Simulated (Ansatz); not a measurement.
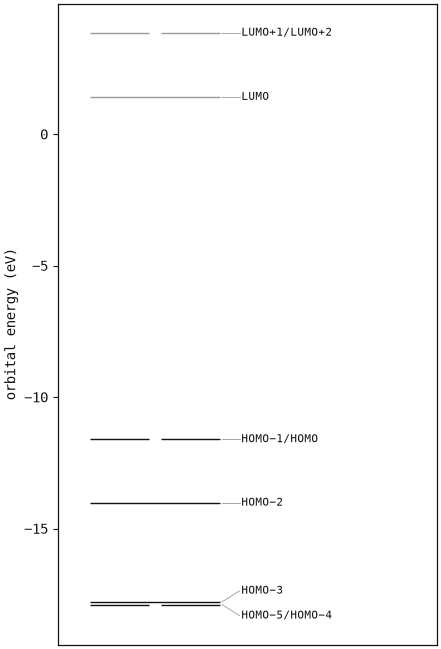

Hartree-Fock orbital energies near the frontier, HF/def2-TZVPP in the Ansatz code, at a PBE0-D4/def2-TZVP geometry (a minimum by its frequencies), isolated molecule; empty levels in grey, levels within 0.03 eV side by side.

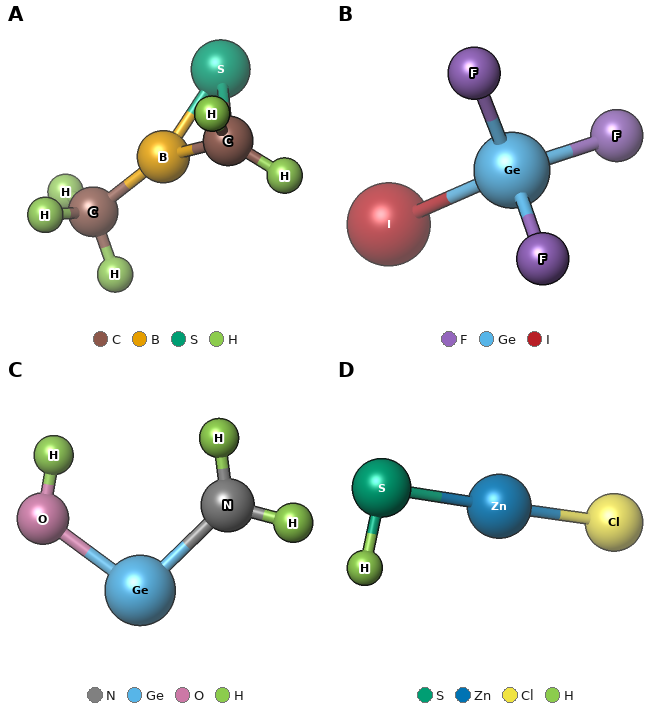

Which molecule has this level scheme? The candidates are drawn in the second picture.

Structure B, GeIF₃, SMILES [F][Ge]([F])([F])[I], singlet. HOMO −11.61 eV, LUMO 1.41 eV, separation 13.02 eV.

Caveats: core potentials past krypton; no scalar relativity up to krypton; spin-orbit coupling is left out, and with I it can shift these levels and split any degenerate set; empty levels above zero depend strongly on the basis.
